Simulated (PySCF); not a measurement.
# What a change does: NMR shielding calculation on Mg2O2

System: Mg2O2 ((MgO)2 ring).
Method of run 1: GIAO KT2/pcSseg-1 NMR shielding, non-relativistic, gas phase (PySCF 2.14.0).

The geometry comes from this level: PBE0-D3(BJ)/def2-SVP. Text and figures count atoms from 1; the logs count them from 0 in places.

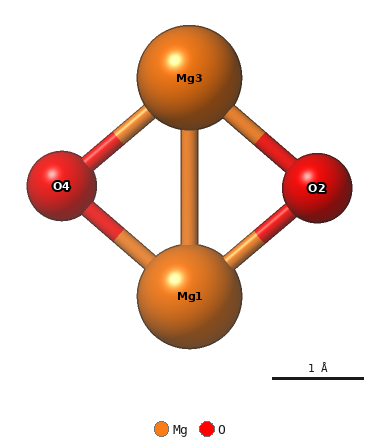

Figure 1. The input geometry (ball-and-stick view, seen on its broad side; atoms are numbered from 1 in the order of the input). Sticks mark near contacts. Bond lengths as drawn: Mg–Mg 2.43 Å and Mg–O 1.88 Å.

**The input, run 1**
```
{"job": {"kind": "nmr", "xc": "KT2", "basis": "pcSseg-1", "pop": false}, "charge": 0, "multiplicity": 1}
Mg    -0.624011    -0.661956    -0.807380
O      1.220480    -0.366029    -0.643448
Mg     0.624040     0.661947     0.807358
O     -1.220510     0.366038     0.643480
```

The first line tells a small driver script what to run in PySCF; the rest is the geometry in Å.

Hardware: 1 CPU thread, shared host.

**Output (run 1)**
```
coarse grid: 5424 points
cycle   1  E = -555.9449883291  dE =  8.406e-01  |g| = 1.723e+00  |ddm| = 2.455e+00
cycle   2  E = -547.3124037569  dE =  8.633e+00  |g| = 4.450e+00  |ddm| = 2.166e+01
cycle   3  E = -556.5046063769  dE = -9.192e+00  |g| = 5.089e-01  |ddm| = 2.151e+01
cycle   4  E = -556.5964142895  dE = -9.181e-02  |g| = 1.028e-01  |ddm| = 8.223e-01
cycle   5  E = -556.5978640301  dE = -1.450e-03  |g| = 4.619e-02  |ddm| = 1.064e-01
cycle   6  E = -556.5982895394  dE = -4.255e-04  |g| = 1.106e-02  |ddm| = 3.358e-02
cycle   7  E = -556.5981662644  dE =  1.233e-04  |g| = 2.499e-02  |ddm| = 2.844e-02
cycle   8  E = -556.5983157946  dE = -1.495e-04  |g| = 1.634e-03  |ddm| = 2.281e-02
cycle   9  E = -556.5983163626  dE = -5.680e-07  |g| = 2.717e-04  |ddm| = 1.154e-03
final grid: 45480 points
cycle  10  E = -556.7184772022  dE = -3.670e-05  |g| = 1.818e-02  |ddm| = 2.906e-02
cycle  11  E = -556.7178749766  dE =  6.022e-04  |g| = 5.551e-02  |ddm| = 5.684e-02
cycle  12  E = -556.7185371985  dE = -6.622e-04  |g| = 3.087e-03  |ddm| = 4.814e-02
cycle  13  E = -556.7185393384  dE = -2.140e-06  |g| = 1.012e-03  |ddm| = 3.144e-03
cycle  14  E = -556.7185395365  dE = -1.981e-07  |g| = 4.465e-04  |ddm| = 1.288e-03
cycle  15  E = -556.7185395830  dE = -4.652e-08  |g| = 3.481e-05  |ddm| = 4.156e-04
cycle  16  E = -556.7185395833  dE = -2.933e-10  |g| = 2.995e-06  |ddm| = 2.995e-05
converged SCF energy = -556.7185395833

GIAO shielding tensors (ppm)
atom      isotropic    diamagn.    paramagn.     s11        s22        s33       span
  0 Mg     484.646     711.309    -226.663    330.771    463.338    659.830    329.059
  1 O      210.346     393.950    -183.605      7.759    148.989    474.288    466.530
  2 Mg     484.645     711.309    -226.664    330.772    463.335    659.828    329.056
  3 O      210.360     393.947    -183.587      7.817    149.001    474.262    466.446
```

For run 2 the input was changed thus:
```diff
-"xc": "KT2"
+"xc": "PBE0"
-"pop": false
```

What does this change do to the results?

The total energies belong to different methods, so their difference says nothing on which is more stable or more accurate. The HOMO goes from −3.97 to −5.18 eV. The LUMO goes from −2.95 to −2.19 eV. Of all shieldings, the largest change is that of O2 and O4, by +60.2 ppm. The functional changes from KT2 to PBE0. Exact exchange removes part of the self-interaction error of semilocal functionals, which pushes filled and empty levels apart. The SCF takes 15 iterations against 16.

**Output (run 2)**
```
coarse grid: 5424 points
cycle   1  E = -549.6663144525  dE =  6.514e-01  |g| = 1.532e+00  |ddm| = 2.469e+00
cycle   2  E = -544.4078947100  dE =  5.258e+00  |g| = 3.938e+00  |ddm| = 1.202e+01
cycle   3  E = -550.0873633163  dE = -5.679e+00  |g| = 5.028e-01  |ddm| = 1.183e+01
cycle   4  E = -550.1591047890  dE = -7.174e-02  |g| = 5.148e-02  |ddm| = 5.636e-01
cycle   5  E = -550.1596439230  dE = -5.391e-04  |g| = 2.120e-02  |ddm| = 5.435e-02
cycle   6  E = -550.1597154265  dE = -7.150e-05  |g| = 8.757e-03  |ddm| = 1.500e-02
cycle   7  E = -550.1597251443  dE = -9.718e-06  |g| = 5.321e-03  |ddm| = 7.452e-03
cycle   8  E = -550.1597308993  dE = -5.755e-06  |g| = 6.760e-04  |ddm| = 4.091e-03
final grid: 45480 points
cycle   9  E = -550.2045144780  dE = -3.072e-06  |g| = 9.691e-03  |ddm| = 9.126e-03
cycle  10  E = -550.2044569841  dE =  5.749e-05  |g| = 1.959e-02  |ddm| = 1.930e-02
cycle  11  E = -550.2045303700  dE = -7.339e-05  |g| = 1.524e-03  |ddm| = 1.413e-02
cycle  12  E = -550.2045305211  dE = -1.511e-07  |g| = 1.073e-03  |ddm| = 1.543e-03
cycle  13  E = -550.2045307556  dE = -2.345e-07  |g| = 8.254e-05  |ddm| = 7.851e-04
cycle  14  E = -550.2045307573  dE = -1.677e-09  |g| = 8.600e-06  |ddm| = 8.592e-05
cycle  15  E = -550.2045307573  dE = -5.025e-11  |g| = 3.418e-06  |ddm| = 2.216e-05
converged SCF energy = -550.2045307573

GIAO shielding tensors (ppm)
atom      isotropic    diamagn.    paramagn.     s11        s22        s33       span
  0 Mg     484.567     708.727    -224.160    343.193    466.042    644.467    301.274
  1 O      270.551     394.760    -124.209    114.013    198.708    498.931    384.918
  2 Mg     484.566     708.727    -224.162    343.192    466.039    644.466    301.274
  3 O      270.566     394.757    -124.191    114.044    198.737    498.917    384.873
```

**The two runs side by side**

| quantity | run 1 | run 2 |
| --- | --- | --- |
| outcome | converged | converged |
| total energy (hartree) | −556.718540 | −550.204531 |
| HOMO (eV) | −3.97 | −5.18 |
| LUMO (eV) | −2.95 | −2.19 |
| dipole moment (D) | 0.00 | 0.00 |
| shielding of Mg1 (ppm) | 484.6 | 484.6 |
| shielding of O2 (ppm) | 210.3 | 270.6 |
| shielding of Mg3 (ppm) | 484.6 | 484.6 |
| shielding of O4 (ppm) | 210.4 | 270.6 |
| SCF iterations | 16 | 15 |
| basis functions | 66 | 66 |
| wall time (shared host) | 2.4 s | 2 s |
